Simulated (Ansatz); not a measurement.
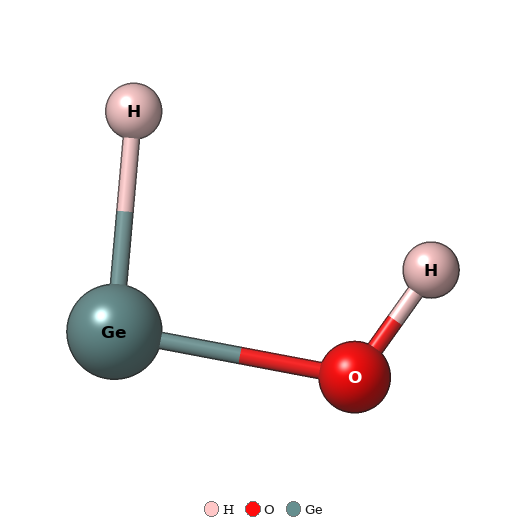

All atoms lie in one plane, which faces the viewer. The computed structure is the end point of a PBE0-D4/def2-TZVP optimisation.

### Which symmetry elements does this geometry have?

It has 1 mirror plane, so the point group is Cs. The group has 2 operations. The geometry is achiral, and symmetry allows a dipole moment.
